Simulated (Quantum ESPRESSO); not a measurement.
## MgS (F-43m): zone-centre phonons

Aim: the zone-centre modes of MgS (F-43m).

Method: DFT LDA, scalar-relativistic, plane waves, JTH PAW pseudopotentials, in Quantum ESPRESSO 7.5.

## (1) The structure

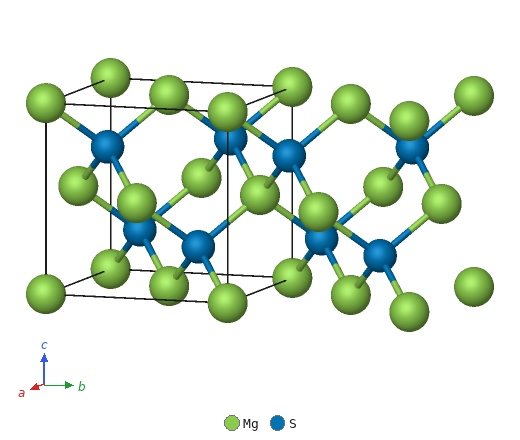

The starting structure, seen slightly off an axis (magnesium green, sulfur blue). 1×2×1 cells are drawn. This picture shows the conventional cell, with its axes. Bonds to atoms that aren't drawn are left out. Some periodic images of atoms are drawn too.

Coordinates:

```cif
data_structure
_symmetry_space_group_name_H-M 'P 1'
_symmetry_Int_Tables_number 1
_cell_length_a 4.0066
_cell_length_b 4.0066
_cell_length_c 4.0066
_cell_angle_alpha 60.000
_cell_angle_beta 60.000
_cell_angle_gamma 60.000
_cell_volume 45.48
loop_
_atom_site_label
_atom_site_type_symbol
_atom_site_fract_x
_atom_site_fract_y
_atom_site_fract_z
_atom_site_occupancy
Mg1 Mg 0.00000 0.00000 0.00000 1
S2 S 0.75000 0.75000 0.75000 1
```

## (2) A first look

A cheap run with smearing and empty bands tells whether the crystal has a gap, which decides between fixed occupations and smearing later on.

probe.in reads:

```
 &control
    calculation='scf',
    prefix='x',
    outdir='./tmp',
    pseudo_dir='./pseudo',
    tprnfor=.true.,
    tstress=.true.,
    verbosity='high',
 /
 &system
    ibrav=2,
    celldm(1)=10.70764195,
    nat=2,
    ntyp=2,
    ecutwfc=60.0,
    ecutrho=480.0,
    occupations='smearing',
    smearing='gaussian',
    degauss=0.01,
 /
 &electrons
    conv_thr=1.0d-07,
    mixing_beta=0.7,
    electron_maxstep=100,
 /
ATOMIC_SPECIES
 Mg     24.3050  Mg.upf
 S      32.0600  S.upf
ATOMIC_POSITIONS crystal
 Mg     0.000000000   0.000000000   0.000000000
 S      0.750000000   0.750000000   0.750000000
K_POINTS automatic
 6 6 6 0 0 0
```

Launch:

```console
$ OMP_NUM_THREADS=1 mpirun -n 4 pw.x -nk 4 -in probe.in > probe.out
```

The log of the run:

```text
[banners, grids, parts of the stress and lines that vanish by symmetry left out]
Program PWSCF v.7.5
     file Mg.upf: wavefunction(s)  3P renormalized
     file S.upf: wavefunction(s)  3S 0S 3P 0P renormalized
[...]
kinetic-energy cutoff     =      60.0000  Ry
     charge density cutoff     =     480.0000  Ry
     scf convergence threshold =      1.0E-07
[...]
Exchange-correlation= SLA PW NOGX NOGC
                           (   1   4   0   0   0   0   0)
[...]
24 Sym. Ops. (no inversion) found
[...]
(     0          1          0      )
                  (     0          0          1      )
[...]
(  0.0000000  1.0000000  0.0000000 )
                  (  0.0000000  0.0000000  1.0000000 )
[...]
(     1          0         -1      )
                  (     0          0         -1      )
[...]
(  0.0000000  1.0000000  0.0000000 )
[...]
(    -1          0          1      )
                  (    -1          0          0      )
[...]
(  0.0000000  0.0000000  1.0000000 )
                  (  0.0000000 -1.0000000  0.0000000 )
[...]
number of k points=    16  Gaussian smearing, width (Ry)=  0.0100
[...]
End of self-consistent calculation
[...]
the Fermi energy is     5.6941 ev
!    total energy              =    -203.76291983 Ry
[...]
convergence has been achieved in   6 iterations
[...]
atom    1 type  1   force =     0.00000000    0.00000000    0.00000000
     atom    2 type  2   force =     0.00000000    0.00000000    0.00000000
[...]
Total force =     0.000000     Total SCF correction =     0.000000
[...]
total   stress  (Ry/bohr**3)                   (kbar)     P=      -20.15
[...]
XML data file, charge density, pseudopotentials, collected wavefunctions

   JOB DONE.
```

The job ended after 4.9 s (4 MPI ranks of Intel Xeon Platinum 8488C (Sapphire Rapids), shared host).

This step gave:

- volume per atom: 22.74 Å³
- pressure: -2.015 GPa
- gap on the k-mesh: 3.167 eV

A gap of 3.2 eV opens on this mesh, so the crystal is taken as an insulator; the start stands at -2.0 GPa.

## (3) Relaxing the cell and atoms

The relaxation runs at a cutoff a fifth above that of the response, since stress converges more slowly with the basis than frequencies do. Forces and stress are brought to rest with tight thresholds.

relax.in reads:

```
 &control
    calculation='vc-relax',
    prefix='x',
    outdir='./tmp',
    pseudo_dir='./pseudo',
    tprnfor=.true.,
    tstress=.true.,
    forc_conv_thr=2.0d-05,
    etot_conv_thr=1.0d-07,
    nstep=40,
 /
 &system
    ibrav=2,
    celldm(1)=10.70764195,
    nat=2,
    ntyp=2,
    ecutwfc=72,
    ecutrho=576.0,
    occupations='fixed',
    nbnd=10,
 /
 &electrons
    conv_thr=1.0d-11,
    mixing_beta=0.7,
    electron_maxstep=100,
 /
 &ions
 /
 &cell
    press_conv_thr=0.2,
 /
ATOMIC_SPECIES
 Mg     24.3050  Mg.upf
 S      32.0600  S.upf
ATOMIC_POSITIONS crystal
 Mg     0.000000000   0.000000000   0.000000000
 S      0.750000000   0.750000000   0.750000000
K_POINTS automatic
 8 8 8 0 0 0
```

Launch:

```console
$ OMP_NUM_THREADS=1 mpirun -n 4 pw.x -nk 4 -in relax.in > relax.out
```

The log of the run:

```text
[banners, grids, parts of the stress and lines that vanish by symmetry left out]
[banner, memory and clock lines left out]
Program PWSCF v.7.5

[...]
kinetic-energy cutoff     =      72.0000  Ry
     charge density cutoff     =     576.0000  Ry
     scf convergence threshold =      1.0E-11
[...]
energy convergence thresh.=      1.0E-07
     force convergence thresh. =      2.0E-05
     press convergence thresh. =      2.0E-01
     Exchange-correlation= SLA PW NOGX NOGC
                           (   1   4   0   0   0   0   0)
[...]
24 Sym. Ops. (no inversion) found
[...]
number of k points=    29
[...]
End of self-consistent calculation
[...]
highest occupied, lowest unoccupied level (ev):     3.3027    6.4703
!    total energy              =    -203.76306357 Ry
[...]
convergence has been achieved in   9 iterations
[...]
atom    1 type  1   force =     0.00000000    0.00000000   -0.00000000
     atom    2 type  2   force =     0.00000000    0.00000000    0.00000000
     Total force =     0.000000     Total SCF correction =     0.000000
[...]
total   stress  (Ry/bohr**3)                   (kbar)     P=      -20.65
[...]
number of bfgs steps    =   0
[...]
CELL_PARAMETERS (alat= 10.70764195)
[...]
ATOMIC_POSITIONS (crystal)
Mg              -0.0000000000        0.0000000000        0.0000000000
S                0.7500000000        0.7500000000        0.7500000000
[...]
New effective cutoffs (rho, wfc):  579.78   72.49
[...]
End of self-consistent calculation
[...]
highest occupied, lowest unoccupied level (ev):     3.3948    6.6142
!    total energy              =    -203.76345339 Ry
[...]
convergence has been achieved in  12 iterations
[...]
atom    1 type  1   force =    -0.00000000   -0.00000000   -0.00000000
     atom    2 type  2   force =     0.00000000    0.00000000    0.00000000
     Total force =     0.000000     Total SCF correction =     0.000000
[...]
total   stress  (Ry/bohr**3)                   (kbar)     P=      -14.93
[...]
number of bfgs steps    =   1
[...]
CELL_PARAMETERS (alat= 10.70764195)
[...]
ATOMIC_POSITIONS (crystal)
Mg              -0.0000000000       -0.0000000000        0.0000000000
S                0.7500000000        0.7500000000        0.7500000000
[...]
New effective cutoffs (rho, wfc):  585.95   73.27
[...]
End of self-consistent calculation
[...]
highest occupied, lowest unoccupied level (ev):     3.5356    6.8339
!    total energy              =    -203.76379322 Ry
[...]
convergence has been achieved in  15 iterations
[...]
atom    1 type  1   force =    -0.00000000   -0.00000000    0.00000000
     atom    2 type  2   force =     0.00000000    0.00000000    0.00000000
     Total force =     0.000000     Total SCF correction =     0.000000
[...]
total   stress  (Ry/bohr**3)                   (kbar)     P=       -5.83
[...]
number of bfgs steps    =   2
[...]
CELL_PARAMETERS (alat= 10.70764195)
[...]
ATOMIC_POSITIONS (crystal)
[...]
New effective cutoffs (rho, wfc):  589.89   73.76
[...]
End of self-consistent calculation
[...]
highest occupied, lowest unoccupied level (ev):     3.6260    6.9749
!    total energy              =    -203.76385063 Ry
[...]
convergence has been achieved in  14 iterations
[...]
atom    1 type  1   force =     0.00000000   -0.00000000    0.00000000
     atom    2 type  2   force =     0.00000000    0.00000000    0.00000000
     Total force =     0.000000     Total SCF correction =     0.000000
[...]
total   stress  (Ry/bohr**3)                   (kbar)     P=        0.24
[...]
number of bfgs steps    =   3
[...]
CELL_PARAMETERS (alat= 10.70764195)
[...]
ATOMIC_POSITIONS (crystal)
[...]
New effective cutoffs (rho, wfc):  589.74   73.74
[...]
End of self-consistent calculation
[...]
highest occupied, lowest unoccupied level (ev):     3.6225    6.9694
!    total energy              =    -203.76385073 Ry
[...]
convergence has been achieved in  11 iterations
[...]
atom    1 type  1   force =    -0.00000000   -0.00000000    0.00000000
     atom    2 type  2   force =     0.00000000    0.00000000    0.00000000
     Total force =     0.000000     Total SCF correction =     0.000000
[...]
total   stress  (Ry/bohr**3)                   (kbar)     P=       -0.00
[...]
bfgs converged in   5 scf cycles and   4 bfgs steps
[...]
End of BFGS Geometry Optimization
     Final enthalpy           =    -203.7638507254 Ry
     File ./tmp/x.bfgs deleted, as requested
[...]
CELL_PARAMETERS (alat= 10.70764195)
[...]
ATOMIC_POSITIONS (crystal)
Mg              -0.0000000000       -0.0000000000        0.0000000000
S                0.7500000000        0.7500000000        0.7500000000
[...]
Final scf calculation at the relaxed structure.
[...]
kinetic-energy cutoff     =      72.0000  Ry
     charge density cutoff     =     576.0000  Ry
     scf convergence threshold =      1.0E-13
[...]
press convergence thresh. =      2.0E-01
     Exchange-correlation= SLA PW NOGX NOGC
                           (   1   4   0   0   0   0   0)
[...]
24 Sym. Ops. (no inversion) found
[...]
number of k points=    29
[...]
End of self-consistent calculation
[...]
highest occupied, lowest unoccupied level (ev):     3.6225    6.9694
!    total energy              =    -203.76384942 Ry
[...]
convergence has been achieved in  10 iterations
[...]
atom    1 type  1   force =     0.00000000   -0.00000000    0.00000000
     atom    2 type  2   force =    -0.00000000   -0.00000000    0.00000000
     Total force =     0.000000     Total SCF correction =     0.000000
[...]
total   stress  (Ry/bohr**3)                   (kbar)     P=       -0.01
[...]
XML data file, charge density, pseudopotentials, collected wavefunctions
```

The job ended after 43 s (4 MPI ranks).

Step by step:

```
step  energy less that of the first step (eV)  largest force (eV/Å)  pressure (GPa)  volume (Å³)
   1                                   0.0000                0.0000           -2.06        45.48
   2                                  -0.0053                0.0000           -1.49        45.00
   3                                  -0.0099                0.0000           -0.58        44.29
   4                                  -0.0107                0.0000            0.02        43.85
   5                                  -0.0107                0.0000            0.00        43.87
   6                                  -0.0107                0.0000            0.00        43.87
```

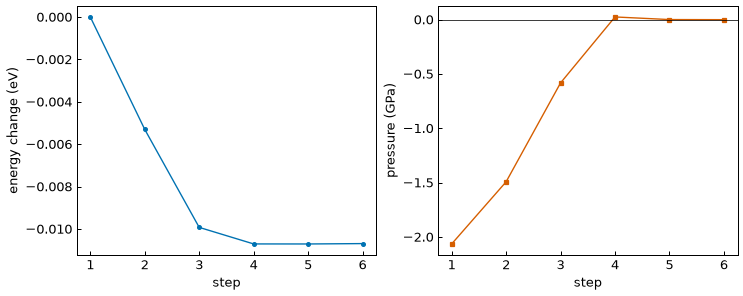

Energy and pressure along the relaxation.

```
conventional cell, symmetrised  before  after  change
                         a (Å)   5.666  5.598  -1.2 %
                         b (Å)   5.666  5.598  -1.2 %
                         c (Å)   5.666  5.598  -1.2 %
              volume (Å³/atom)   22.74  21.93  -3.5 %
```

Final coordinates:

```xyz
2
Lattice="-2.7992 0.0000 2.7992 0.0000 2.7992 2.7992 -2.7992 2.7992 0.0000" Properties=species:S:1:pos:R:3 pbc="T T T"
Mg    0.0000    0.0000    0.0000
S    -4.1988    4.1988    4.1988
```

The last row of the table of steps is pw.x's closing run on a basis chosen anew for the final cell, so its energy can jump.

Read from the output:

* volume per atom: 21.93 Å³
* pressure: -0.001 GPa
* gap on the k-mesh: 3.347 eV

The volume changes by -3.5 % from the cell with which this run began.

## (4) Self-consistent run for the response

Perturbation theory inherits every error of the wavefunctions, so the threshold is set near the limit of the arithmetic. With a gap, occupations are fixed, which also allows the response to an electric field.

scf.in reads:

```
 &control
    calculation='scf',
    prefix='x',
    outdir='./tmp',
    pseudo_dir='./pseudo',
    tprnfor=.true.,
    tstress=.true.,
 /
 &system
    ibrav=2,
    celldm(1)=10.5795656,
    nat=2,
    ntyp=2,
    ecutwfc=60.0,
    ecutrho=480.0,
    occupations='fixed',
    nbnd=10,
 /
 &electrons
    conv_thr=1.0d-12,
    mixing_beta=0.7,
    electron_maxstep=100,
 /
ATOMIC_SPECIES
 Mg     24.3050  Mg.upf
 S      32.0600  S.upf
ATOMIC_POSITIONS crystal
 Mg     0.000000000   0.000000000   0.000000000
 S      0.750000000   0.750000000   0.750000000
K_POINTS automatic
 8 8 8 0 0 0
```

Launch:

```console
$ OMP_NUM_THREADS=1 mpirun -n 4 pw.x -nk 4 -in scf.in > scf.out
```

The log of the run:

```text
[banners, grids, parts of the stress and lines that vanish by symmetry left out]
[banner, memory and clock lines left out]
Program PWSCF v.7.5

[...]
kinetic-energy cutoff     =      60.0000  Ry
     charge density cutoff     =     480.0000  Ry
     scf convergence threshold =      1.0E-12
[...]
Exchange-correlation= SLA PW NOGX NOGC
                           (   1   4   0   0   0   0   0)
[...]
24 Sym. Ops. (no inversion) found
[...]
number of k points=    29
[...]
End of self-consistent calculation
[...]
highest occupied, lowest unoccupied level (ev):     3.6226    6.9694
!    total energy              =    -203.76375300 Ry
[...]
convergence has been achieved in  10 iterations
[...]
atom    1 type  1   force =    -0.00000000    0.00000000   -0.00000000
     atom    2 type  2   force =     0.00000000   -0.00000000    0.00000000
     Total force =     0.000000     Total SCF correction =     0.000000
[...]
total   stress  (Ry/bohr**3)                   (kbar)     P=       -0.35
[...]
XML data file, charge density, pseudopotentials, collected wavefunctions
```

Wall time 7.2 s (4 MPI ranks).

Numbers from this step:

* pressure: -0.03500 GPa

The cell stands at -0.035 GPa, close enough for phonons.

[end of part 1 of 4]

[Host names and launcher messages were left out of these logs when they were recorded.]

[Logs are printed without paths, hosts, clocks, repeated set-up lines and the standing remarks that a program may print on its own settings, such as how far it seeks lower states.]

[Hosts, paths, dates, database ids (printed as entryN), source tags and the programs' standing remarks are cut or masked in the printed files.]
